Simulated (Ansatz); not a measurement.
# GaAsH₂ (triplet): from Hartree-Fock to the top rungs, cc-pVDZ

Aim: climb from Hartree-Fock through coupled cluster for GaAsH₂ (triplet) at one geometry and basis, and see what each rung misses.

Program: Ansatz 0.2.0, Gaussian basis. Level of theory: cc-pVDZ, core rule «outside noble gas», up to 28 orbitals frozen. These are calculated values, not measurements.

Plan: UHF; CCSD(T) on ROHF; CCSD(T) on UHF; BCCD(T) on ROHF; CISD; CCSDT(Q) on ROHF; CCSDT(Q) on UHF; CCSDTQ on ROHF.

9 further runs of the same task are left out: 5 for a known fault of the program, 4 set aside as unsound or not needed.

## (1) The system

The geometry is a PBE0/def2-TZVP stationary point (not a proven minimum) of the parent state, kept for this charge and spin. No spin-orbit coupling is included. The filled d shell of Ga, As may be among the frozen orbitals whatever the setting's name suggests; the logs give the count.

4 atoms, charge 0, spin multiplicity 3.

Atoms are counted from 1 here; the program's logs count them from 0.

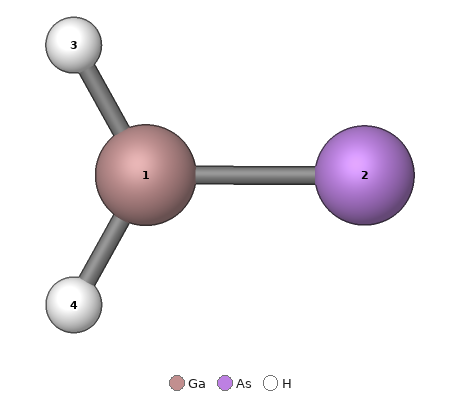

The structure; gallium pink, arsenic purple, hydrogen white; atoms are numbered from 1 in the order of the file.

In the tables R marks a restricted open-shell determinant and U an unrestricted one; energies count from the table's Hartree-Fock row.

## (2) UHF

The input, in.yaml:

```yaml
crystal:
  periodic: [false, false, false]
  atoms:
    - {symbol: Ga, position_ang: [0.000000, 0.000000, 1.166243]}
    - {symbol: As, position_ang: [0.000000, 0.000000, -1.137111]}
    - {symbol: H, position_ang: [0.000000, 1.371735, 1.924811]}
    - {symbol: H, position_ang: [0.000000, -1.371735, 1.924811]}
basis:
  gaussian: {orbitals: cc-pVDZ}
magnetization: {spin_polarized: true, initial_magnetization: 2}
hamiltonian: {xc: hf}
output: {orbitals: {seedname: orbitals}}
```

Run with:

```console
> ansatz run in.yaml --threads 1 --pin off --events-out ev --progress --plain --max-ram 4096MiB --backend cpu
```

The program printed:

```text
Functional definition: HF
  name "HF"
  cite "Fock, Z. Phys. 61, 126 (1930) doi:10.1007/BF01340294"
  parent pbe
  exchange = exact_x
  correlation = 0
734 factors; integrals over basis functions are off by at most 7.9e-4 eV
mean field evaluation 1: about -113158.7864 eV, gradient 7.1e0 eV
mean field evaluation 2: about -113158.7888 eV, gradient 7.1e0 eV
mean field evaluation 4: about -113159.5140 eV, gradient 6.8e-1 eV
mean field evaluation 8: about -113159.5215 eV, gradient 5.2e-3 eV
mean field evaluation 16: about -113159.4323 eV, gradient 8.1e-1 eV
mean field evaluation 32: about -113157.9506 eV, gradient 2.1e-2 eV
mean field -113159.52145763 eV, -4158.5357112894 hartree, gradient 3.1e-5 eV, S^2 2.012520; 2 other end points of the search recorded, 0 dependent functions left out
reference -113159.52145763 eV, -4158.5357112894 hartree; 34, 32 occupied and 30, 32 virtual orbitals, 734 factors
Total energy: -113159.52145763 eV, -4158.5357112894 hartree
```

Run time: 4.2 s. Hardware: 1 thread of AMD EPYC 7R13, shared host.

From the report: ⟨S²⟩ of the determinant 2.013 (pure triplet: 2.00).

## (3) CCSD(T) on ROHF

Edit in.yaml of step 2 so:

```diff
@@ -9,4 +9,3 @@
   gaussian: {orbitals: cc-pVDZ}
-magnetization: {spin_polarized: true, initial_magnetization: 2}
-hamiltonian: {xc: hf}
-output: {orbitals: {seedname: orbitals}}
+magnetization: {spin_polarized: false, initial_magnetization: 2}
+correlation: {method: ccsd_t, electrons: outside_noble_gas}
```

Launched as before.

The program printed, cut to the lines that bear on the results:

```text
Functional definition: HF
  name "HF"
  cite "Fock, Z. Phys. 61, 126 (1930) doi:10.1007/BF01340294"
  parent pbe
[...]
734 factors; integrals over basis functions are off by at most 7.9e-4 eV
[...]
mean field -113159.39808833 eV, -4158.5311775512 hartree, gradient 1.3e-6 eV, S^2 2.000000; 4 other end points of the search recorded, 0 dependent functions left out
[...]
determinant -113159.39808833 eV, -4158.5311775512 hartree, with singles and doubles -113163.91495973 eV, -4158.6971695137 hartree
determinant -113157.81461181 eV, -4158.4729858625 hartree, with singles and doubles -113162.53443671 eV, -4158.6464362282 hartree
determinant -113157.19696021 eV, -4158.4502875847 hartree, with singles and doubles -113161.79548957 eV, -4158.6192804219 hartree
28 core orbitals not correlated: weight in the atoms' cores, before any rotation towards them, 0.997 or more for the frozen orbitals, at most 0.002 for the correlated occupied ones
reference -113159.39808833 eV, -4158.5311775512 hartree; 6, 4 occupied and 30, 32 virtual orbitals, 734 factors
second order -3.57920874 eV of doubles, -0.07119817 eV of singles
cycle   1  -4.51692988 eV  change   -5.8e-5 eV  update   3.9e-4
[...]
cycle   6  -4.51699479 eV  change   -7.4e-6 eV  update   2.0e-6
perturbative correction -0.09818400 eV, -0.0036081953 hartree
Total energy: -113164.01326711 eV, -4158.7007822431 hartree
```

Wall time 6.5 s (1 thread of AMD EPYC 7R13, shared host).

From the report: correlation -4.6152 eV; T1 0.017; largest double amplitude 0.05.

## (4) CCSD(T) on UHF

Edit in.yaml of step 3 so:

```diff
@@ -9,3 +9,3 @@
   gaussian: {orbitals: cc-pVDZ}
-magnetization: {spin_polarized: false, initial_magnetization: 2}
+magnetization: {spin_polarized: true, initial_magnetization: 2}
 correlation: {method: ccsd_t, electrons: outside_noble_gas}
```

The command is unchanged.

The program printed, cut to the lines that bear on the results:

```text
Functional definition: HF
  name "HF"
  cite "Fock, Z. Phys. 61, 126 (1930) doi:10.1007/BF01340294"
  parent pbe
[...]
734 factors; integrals over basis functions are off by at most 7.9e-4 eV
[...]
mean field -113159.52145763 eV, -4158.5357112894 hartree, gradient 1.1e-6 eV, S^2 2.012520; 4 other end points of the search recorded, 0 dependent functions left out
determinant -113159.52145763 eV, -4158.5357112894 hartree, with singles and doubles -113163.92537639 eV, -4158.6975523186 hartree
determinant -113157.95017475 eV, -4158.4779677085 hartree, with singles and doubles -113162.54820610 eV, -4158.6469422441 hartree
determinant -113157.31047990 eV, -4158.4544593564 hartree, with singles and doubles -113161.80612842 eV, -4158.6196713922 hartree
28 core orbitals not correlated: weight in the atoms' cores, before any rotation towards them, 0.997 or more for the frozen orbitals, at most 0.002 for the correlated occupied ones
reference -113159.52145763 eV, -4158.5357112894 hartree; 6, 4 occupied and 30, 32 virtual orbitals, 734 factors
second order -3.51183590 eV of doubles, -0.00000000 eV of singles
cycle   1  -4.40395289 eV  change   -3.4e-5 eV  update   4.1e-4
[...]
cycle   6  -4.40400811 eV  change   -8.6e-6 eV  update   2.1e-6
perturbative correction -0.09531662 eV, -0.0035028212 hartree
Total energy: -113164.02078236 eV, -4158.7010584235 hartree
```

It took 7 s on 1 thread of AMD EPYC 7R13, shared host.

From the report: ⟨S²⟩ of the determinant 2.013 (pure triplet: 2.00); correlation -4.4993 eV; T1 0.015; largest double amplitude 0.05.

## (5) BCCD(T) on ROHF

Edit in.yaml of step 4 so:

```diff
@@ -9,3 +9,3 @@
   gaussian: {orbitals: cc-pVDZ}
-magnetization: {spin_polarized: true, initial_magnetization: 2}
-correlation: {method: ccsd_t, electrons: outside_noble_gas}
+magnetization: {spin_polarized: false, initial_magnetization: 2}
+correlation: {method: bccd_t, electrons: outside_noble_gas}
```

Same command.

The program printed, cut to the lines that bear on the results:

```text
Functional definition: HF
  name "HF"
  cite "Fock, Z. Phys. 61, 126 (1930) doi:10.1007/BF01340294"
  parent pbe
[...]
734 factors; integrals over basis functions are off by at most 7.9e-4 eV
[...]
mean field -113159.39808833 eV, -4158.5311775512 hartree, gradient 1.3e-6 eV, S^2 2.000000; 4 other end points of the search recorded, 0 dependent functions left out
[...]
determinant -113159.39808833 eV, -4158.5311775512 hartree, with singles and doubles -113163.91495973 eV, -4158.6971695137 hartree
determinant -113157.81461181 eV, -4158.4729858625 hartree, with singles and doubles -113162.53443671 eV, -4158.6464362282 hartree
determinant -113157.19696021 eV, -4158.4502875847 hartree, with singles and doubles -113161.79548957 eV, -4158.6192804219 hartree
28 core orbitals not correlated: weight in the atoms' cores, before any rotation towards them, 0.997 or more for the frozen orbitals, at most 0.002 for the correlated occupied ones
reference -113159.39808833 eV, -4158.5311775512 hartree; 6, 4 occupied and 30, 32 virtual orbitals, 734 factors
second order -3.57920874 eV of doubles, -0.07119817 eV of singles
cycle   1  -4.51706780 eV  change   -2.0e-4 eV  update   3.1e-3
[...]
cycle   7  -4.51588084 eV  change   -3.2e-6 eV  update   6.5e-6
perturbative correction -0.09978526 eV, -0.0036670406 hartree
Total energy: -113164.01375443 eV, -4158.7008001519 hartree
```

It took 7 s on 1 thread of AMD EPYC 7R13, shared host.

From the report: correlation -4.6157 eV; largest double amplitude 0.04.

## (6) CISD

Edit in.yaml of step 5 so:

```diff
@@ -10,2 +10,2 @@
 magnetization: {spin_polarized: false, initial_magnetization: 2}
-correlation: {method: bccd_t, electrons: outside_noble_gas}
+correlation: {active_space: {ras: {orbitals: [4, 2, 30], electrons: 10, max_holes: 2, max_particles: 2}, fixed_orbitals: true}}
```

Launched as before.

The program printed:

```text
Functional definition: HF
  name "HF"
  cite "Fock, Z. Phys. 61, 126 (1930) doi:10.1007/BF01340294"
  parent pbe
  exchange = exact_x
  correlation = 0
734 factors; integrals over basis functions are off by at most 7.9e-4 eV
mean field evaluation 1: about -113158.7080 eV, gradient 8.8e0 eV
mean field evaluation 2: about -113158.7100 eV, gradient 8.9e0 eV
mean field evaluation 4: about -113159.3962 eV, gradient 6.6e-1 eV
mean field evaluation 8: about -113159.3981 eV, gradient 1.2e-4 eV
mean field evaluation 16: about -113159.3944 eV, gradient 3.6e-1 eV
mean field -113159.39808833 eV, -4158.5311775512 hartree, gradient 1.3e-6 eV, S^2 2.000000; 2 other end points of the search recorded, 0 dependent functions left out
reference -113159.39808833 eV, -4158.5311775512 hartree; 34, 32 occupied and 30, 32 virtual orbitals, 734 factors
state -113163.62240931 eV, -4158.6864184837 hartree
Total energy: -113163.62240931 eV, -4158.6864184837 hartree
```

Wall time 3.5 s (1 thread of AMD EPYC 7R13, shared host).

From the report: 33,270 determinants.

## (7) CCSDT(Q) on ROHF

Edit in.yaml of step 6 so:

```diff
@@ -10,2 +10,2 @@
 magnetization: {spin_polarized: false, initial_magnetization: 2}
-correlation: {active_space: {ras: {orbitals: [4, 2, 30], electrons: 10, max_holes: 2, max_particles: 2}, fixed_orbitals: true}}
+correlation: {method: ccsdt_q, electrons: outside_noble_gas}
```

Same command.

The program printed, cut to the lines that bear on the results:

```text
Functional definition: HF
  name "HF"
  cite "Fock, Z. Phys. 61, 126 (1930) doi:10.1007/BF01340294"
  parent pbe
[...]
1271 factors; integrals over basis functions are off by at most 2.0e-7 eV
[...]
mean field -113159.39827954 eV, -4158.5311845781 hartree, gradient 1.5e-6 eV, S^2 2.000000; 4 other end points of the search recorded, 0 dependent functions left out
[...]
determinant -113159.39827954 eV, -4158.5311845781 hartree, with singles and doubles -113163.91516681 eV, -4158.6971771237 hartree
determinant -113157.81480209 eV, -4158.4729928552 hartree, with singles and doubles -113162.53464026 eV, -4158.6464437088 hartree
determinant -113157.19715003 eV, -4158.4502945606 hartree, with singles and doubles -113161.79569496 eV, -4158.6192879698 hartree
28 core orbitals not correlated: weight in the atoms' cores, before any rotation towards them, 0.997 or more for the frozen orbitals, at most 0.002 for the correlated occupied ones
reference -113159.39827954 eV, -4158.5311845781 hartree; 6, 4 occupied and 30, 32 virtual orbitals, 1271 factors
second order -3.57924467 eV of doubles, -0.07119864 eV of singles
cycle   1  -4.29101839 eV  change   -6.4e-1 eV  update   6.8e-2
[...]
cycle  16  -4.63840682 eV  change    1.7e-7 eV  update   2.5e-7
perturbative correction -0.00498389 eV, -0.0001831545 hartree
Total energy: -113164.04167025 eV, -4158.7018260393 hartree
```

Wall time 20 s (1 thread of AMD EPYC 7R13, shared host); peak memory 0.32 GiB.

From the report: correlation -4.6434 eV; T1 0.018; largest double amplitude 0.05.

## (8) CCSDT(Q) on UHF

Edit in.yaml of step 7 so:

```diff
@@ -9,3 +9,3 @@
   gaussian: {orbitals: cc-pVDZ}
-magnetization: {spin_polarized: false, initial_magnetization: 2}
+magnetization: {spin_polarized: true, initial_magnetization: 2}
 correlation: {method: ccsdt_q, electrons: outside_noble_gas}
```

Same command.

The program printed, cut to the lines that bear on the results:

```text
Functional definition: HF
  name "HF"
  cite "Fock, Z. Phys. 61, 126 (1930) doi:10.1007/BF01340294"
  parent pbe
[...]
1271 factors; integrals over basis functions are off by at most 2.0e-7 eV
[...]
mean field -113159.52164978 eV, -4158.5357183507 hartree, gradient 1.9e-6 eV, S^2 2.012521; 4 other end points of the search recorded, 0 dependent functions left out
determinant -113159.52164978 eV, -4158.5357183507 hartree, with singles and doubles -113163.92558368 eV, -4158.6975599367 hartree
determinant -113157.95036460 eV, -4158.4779746854 hartree, with singles and doubles -113162.54841024 eV, -4158.6469497459 hartree
determinant -113157.31066961 eV, -4158.4544663280 hartree, with singles and doubles -113161.80633456 eV, -4158.6196789677 hartree
28 core orbitals not correlated: weight in the atoms' cores, before any rotation towards them, 0.997 or more for the frozen orbitals, at most 0.002 for the correlated occupied ones
reference -113159.52164978 eV, -4158.5357183507 hartree; 6, 4 occupied and 30, 32 virtual orbitals, 1271 factors
second order -3.51187124 eV of doubles, -0.00000000 eV of singles
cycle   1  -4.15889141 eV  change   -6.5e-1 eV  update   7.0e-2
[...]
cycle  16  -4.52254378 eV  change    2.4e-7 eV  update   2.6e-7
perturbative correction -0.00496452 eV, -0.0001824426 hartree
Total energy: -113164.04915807 eV, -4158.7021012117 hartree
```

Run time: 19 s. Hardware: 1 thread of AMD EPYC 7R13, shared host; peak memory 0.3 GiB.

From the report: ⟨S²⟩ of the determinant 2.013 (pure triplet: 2.00); correlation -4.5275 eV; T1 0.016; largest double amplitude 0.05.

## (9) CCSDTQ on ROHF

Edit in.yaml of step 8 so:

```diff
@@ -9,3 +9,3 @@
   gaussian: {orbitals: cc-pVDZ}
-magnetization: {spin_polarized: true, initial_magnetization: 2}
-correlation: {method: ccsdt_q, electrons: outside_noble_gas}
+magnetization: {spin_polarized: false, initial_magnetization: 2}
+correlation: {method: ccsdtq, electrons: outside_noble_gas}
```

Run with:

```console
> ansatz run in.yaml --threads 2 --pin off --events-out ev --progress --plain --max-ram 24576MiB --backend cuda --devices 0, --max-vram 18GiB
```

The program printed, cut to the lines that bear on the results:

```text
Functional definition: HF
  name "HF"
  cite "Fock, Z. Phys. 61, 126 (1930) doi:10.1007/BF01340294"
  parent pbe
[...]
1271 factors; integrals over basis functions are off by at most 2.0e-7 eV
[...]
mean field -113159.39827954 eV, -4158.5311845781 hartree, gradient 1.5e-6 eV, S^2 2.000000; 4 other end points of the search recorded, 0 dependent functions left out
[...]
determinant -113159.39827954 eV, -4158.5311845781 hartree, with singles and doubles -113163.91516474 eV, -4158.6971770476 hartree
determinant -113157.81480209 eV, -4158.4729928552 hartree, with singles and doubles -113162.53463835 eV, -4158.6464436383 hartree
determinant -113157.19715003 eV, -4158.4502945606 hartree, with singles and doubles -113161.79569265 eV, -4158.6192878849 hartree
28 core orbitals not correlated: weight in the atoms' cores, before any rotation towards them, 0.997 or more for the frozen orbitals, at most 0.002 for the correlated occupied ones
reference -113159.39827954 eV, -4158.5311845781 hartree; 6, 4 occupied and 30, 32 virtual orbitals, 1271 factors
second order -3.57924467 eV of doubles, -0.07119864 eV of singles
cycle   1  -4.29101986 eV  change   -6.4e-1 eV  update   6.8e-2
[...]
cycle  16  -4.64420402 eV  change    9.7e-7 eV  update   6.5e-7
Total energy: -113164.04248356 eV, -4158.7018559278 hartree
```

Run time: 58 s. Hardware: 1 × H100 (card shared with other runs) with 2 threads of AMD EPYC 7R13, shared host; peak host memory 0.86 GiB.

From the report: correlation -4.6442 eV; T1 0.018; largest double amplitude 0.05.

## (10) Misses and costs

The yardstick is RCCSDTQ, where the cluster series has nearly closed. Rows without a time come out of other runs: HF, MP2 and CCSD of CCSD(T), CCSDT of CCSDT(Q).

```
   method  energy from the lowest RHF (meV)  from RCCSDTQ (meV)        time
      RHF                               0.0             +4644.4            
      UHF                            -123.4             +4521.0            
     RMP2                           -3650.4              +994.0            
     UMP2                           -3635.2             +1009.2            
    RCCSD                           -4517.0              +127.4            
    UCCSD                           -4527.4              +117.0            
 RCCSD(T)                           -4615.2               +29.2       6.5 s
 UCCSD(T)                           -4622.7               +21.7         7 s
  BCCD(T)                           -4615.7               +28.7         7 s
   RCCSDT                           -4638.6                +5.8            
   UCCSDT                           -4646.1                -1.7            
RCCSDT(Q)                           -4643.6                +0.8        20 s
UCCSDT(Q)                           -4651.1                -6.7        19 s
  RCCSDTQ                           -4644.4                   0  58 s (GPU)
```

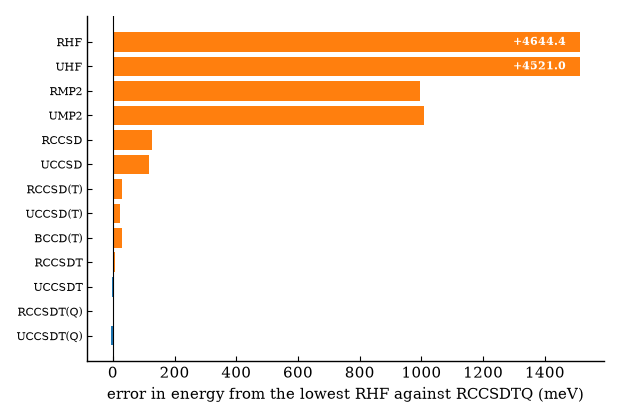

Deviations from RCCSDTQ, method by method. Bars with a number in them are cut short.

Some runs used a GPU and others CPU threads alone; cost is compared among the CPU runs only.

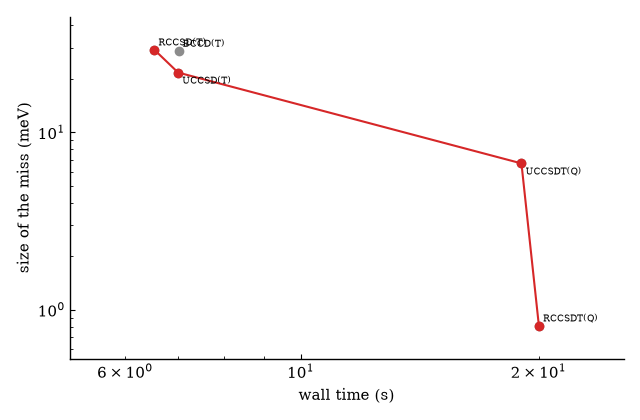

Miss against cost. Red marks the levels that no quicker level drawn beats. Times are from a shared host.

Not comparable, so not listed: CISD (they don't share determinant, frozen orbitals or solution with the rows shown, or repeat one).

## (11) Summary of results

```
                         quantity                                                              value
     RCCSDTQ below the RHF energy                                                         -4.6444 eV
                RMP2 from RCCSDTQ                                                         +994.0 meV
                UMP2 from RCCSDTQ                                                        +1009.2 meV
               RCCSD from RCCSDTQ                                                         +127.4 meV
            RCCSD(T) from RCCSDTQ                                                          +29.2 meV
            UCCSD(T) from RCCSDTQ                                                          +21.7 meV
           RCCSDT(Q) from RCCSDTQ                                                           +0.8 meV
           UCCSDT(Q) from RCCSDTQ                                                           -6.7 meV
levels within 1 kcal/mol (43 meV)  RCCSD(T), UCCSD(T), BCCD(T), RCCSDT, UCCSDT, RCCSDT(Q), UCCSDT(Q)
                    T1 diagnostic                                                              0.017
```

RCCSD(T) misses by +29.2 meV, 0.6 % of the correlation energy. These misses are within one basis, not against nature; the frozen cores of restricted and unrestricted runs differ, which can shift their rows.

For cost: RCCSDT(Q) gets within 0.8 meV in 20 s; the quickest level in the cost chart, RCCSD(T), takes 6.5 s and misses by 29.2 meV.
